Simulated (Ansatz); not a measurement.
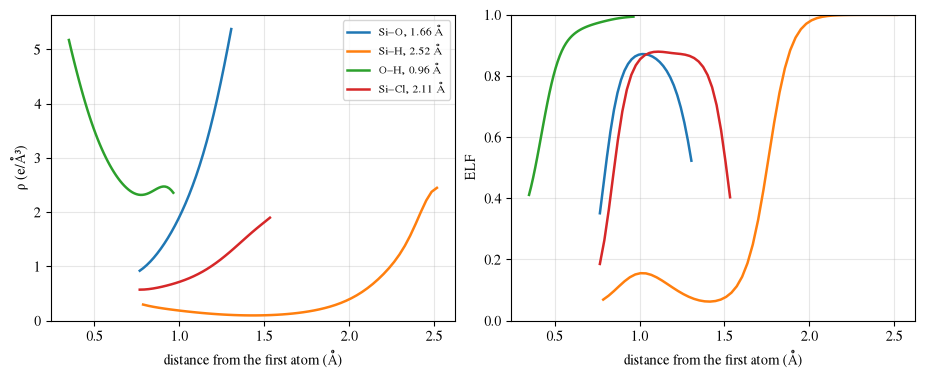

The picture shows: ClH₃OSi···SiH₄. Total electron density and ELF along straight lines between neighbouring atoms. The curves leave out the atomic cores.

Not at a stationary point (largest force 0.7 eV/Å).

These are results of Ansatz, RKS B3LYP-D4/def2-SVP, not measurements.

```xyz
11

Si   -0.1781    0.2824    0.0554
Cl   -0.6322    0.7950    2.0562
H     1.2707    0.4074   -0.1783
O    -0.9071    1.3616   -0.9701
H    -1.8664    1.4398   -0.9115
H    -0.7086   -1.0809   -0.1720
Si    1.5912   -2.4351    1.1919
H     0.6053   -3.4793    0.8024
H     2.3840   -2.0529   -0.0083
H     2.5096   -2.9824    2.2418
H     0.8827   -1.2653    1.7319
```

### Compare the contacts.

Si–O (1.66 Å): ρ is about 1.1 e/Å³ halfway; the ELF peaks at about 0.85 between the atoms, as expected for a shared but strongly polarised pair.
Si1···H11 (2.52 Å): the density falls to about 0.1 e/Å³ on the way; the ELF dips to about 0.05 between them.
O–H (0.96 Å): the density is about 3.7 e/Å³ at the midpoint; the ELF climbs to about 1 towards the hydrogen, as it does in any bond to H (an ordinary covalent bond to hydrogen).
Si–Cl (2.11 Å): the density is about 0.78 e/Å³ at the midpoint; the ELF peaks at about 0.90 between the atoms (a polar covalent bond).
